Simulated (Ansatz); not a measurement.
# Fields on a plane of VO2 (rutile)

```xyz
6
Lattice="4.5362 0.0000 0.0000 0.0000 4.5362 0.0000 0.0000 0.0000 2.8023" Properties=species:S:1:pos:R:3 pbc="T T T"
V      0.0000     0.0000     0.0000
V      2.2681     2.2681     1.4012
O      1.3563     1.3563     0.0000
O      3.6244     0.9118     1.4012
O      0.9118     3.6244     1.4012
O      3.1800     3.1800     0.0000
```

The slice is a (010) plane (indices of the conventional cell) through the point (0.500, 0.500, 0.500) (fractional), spanned by u = [001] and v = [100] in vectors of this cell: u (2.80 Å) and v (4.54 Å, at 90° to u). It covers one period; positions are fractions (u, v).

Atoms on it: V at (0.00, 0.00). Other atoms lie within 1 Å of the plane.

Method: PBEsol (plane waves to 420 eV, PAW, scalar-relativistic; Ansatz, a quantum-chemistry and plane-wave program). k mesh 10×10×17. These are valence fields of a PAW run, semicore shells included where kept as valence: close to a nucleus they are smooth pseudo fields. Relaxed VO2 ends ferromagnetic. This is a high-temperature form of VO2. VO2 is run spin-polarised and with no Hubbard U. VO2 was relaxed with its symmetry unable to fall. The magnetic order is the one the run started from; other orders were not tried.

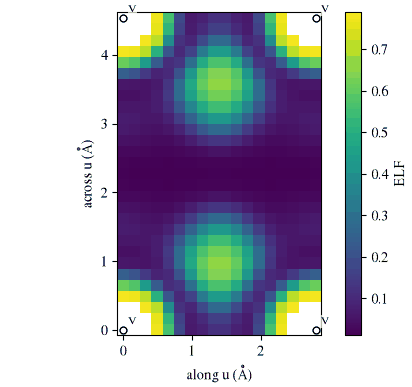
Figure: ELF of the down spins, one period of the plane, atoms marked. Points within 0.4 Å of a nucleus are left white, as the pseudised field means little there.

```
|xxxxxx996622001122221100226699xxxx|
|xxxx9988441111223333221111448899xx|
|9999886622111133555533111122668899|
|7777553311113355666655331111335577|
|3333221111224477777777442211112233|
|1111001111335577888877553311110011|
|0000001111335577777777553311110000|
|0000000011224466666666442211000000|
|0000000011113344555544331111000000|
|0000000000001122333322110000000000|
|0000000000000011111111000000000000|
|0000000000000000000000000000000000|
|0000000000000000000000000000000000|
|0000000000000000000000000000000000|
|0000000000000000000000000000000000|
|0000000000000000000000000000000000|
|0000000000000011111111000000000000|
|0000000000001122333322110000000000|
|0000000011113344555544331111000000|
|0000000011224466666666442211000000|
|0000001111335577777777553311110000|
|1111001111335577888877553311110011|
|3333221111224477777777442211112233|
|7777553311113355666655331111335577|
|9999886622111133555533111122668899|
|xxxx9988441111223333221111448899xx|
|xxxxxx996622001122221100226699xxxx|
|xxxxxx997722001111111100227799xxxx|
```
Scale: ten equal steps from 0.01 (start of '0') to 0.76 (end of '9'), in the order '0123456789'. Values: electron localisation function (ELF). The map has 17 points along u (two characters each, u = 0 at the left) and 28 along v (v = 0 in the bottom row). Points within 0.4 Å of a nucleus are blanked (x), as the pseudised field means little there.
